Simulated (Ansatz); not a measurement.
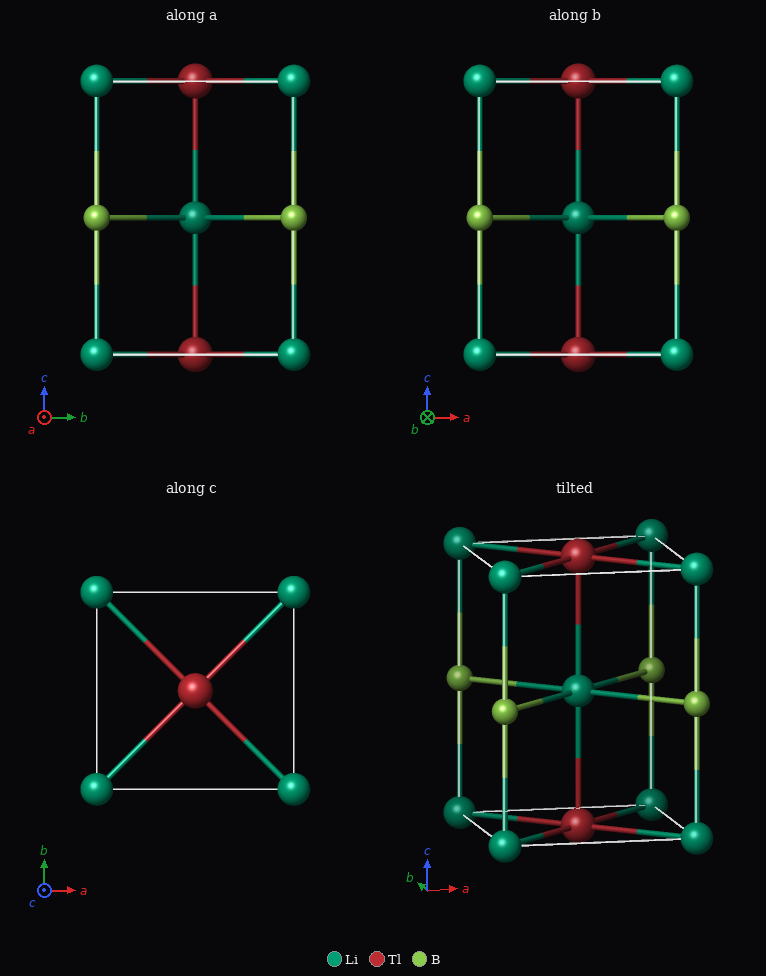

View along the a axis, along the b axis, along the c axis and slightly off an axis, drawn as a ball-and-stick model. One conventional unit cell is outlined, and atoms on its boundary appear in each equivalent place.

Lattice parameters: a = 3.720 Å, b = 3.720 Å, c = 5.160 Å, α = 90.00°, β = 90.00°, γ = 90.00°. Put a along x and b in the xy plane.

> Reconstruct the structure as a POSCAR file.

```
Li Tl B
1.0
     3.720    0.000    0.000
     0.000    3.720    0.000
     0.000    0.000    5.160
Li Tl B
2 1 1
Direct
  0.0000 0.0000 0.0000
  0.5000 0.5000 0.5000
  0.5000 0.5000 0.0000
  0.0000 0.0000 0.5000
```

The structure comes from a random cell made by a generator, so it need not be a real form of the compound. Earlier steps of the study may have refined or changed the cell and positions. It was run through Ansatz as a DFT input.
